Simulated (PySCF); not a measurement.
C₉H₅NS₂, SMILES c1cc(sc1)-c1ccc(C#N)s1 at its GFN2-xTB optimised geometry (Å):

```
17

N     -2.2539    -4.4539     0.0016
C     -1.5635    -3.5361     0.0007
C     -0.7173    -2.4278     0.0000
C      0.6577    -2.4278     0.0000
C      1.1991    -1.1397     0.0000
C      0.2457    -0.1468     0.0000
C      0.4491     1.2654     0.0005
C     -0.4953     2.2609    -0.0007
C      0.0646     3.5505     0.0009
C      1.4242     3.5322     0.0033
S      2.0563     1.9370     0.0036
S     -1.3592    -0.8109    -0.0002
H      1.2401    -3.3319     0.0001
H      2.2539    -0.9297     0.0001
H     -1.5525     2.0623    -0.0027
H     -0.5180     4.4539     0.0003
H      2.1015     4.3629     0.0049
```

Calculation: PBE0/def2-SVP in PySCF.

Map of the deformation density (molecule minus spherical neutral atoms) (e/bohr³) on the plane z = 0.6 Å:

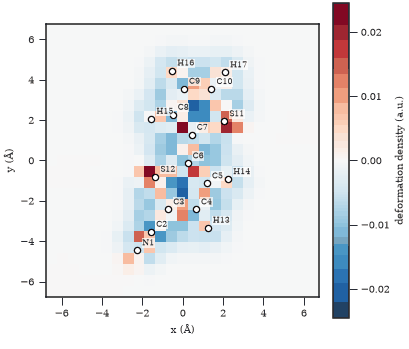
*Deformation density (molecule minus spherical neutral atoms) (e/bohr³) on the plane z = 0.6 Å.*
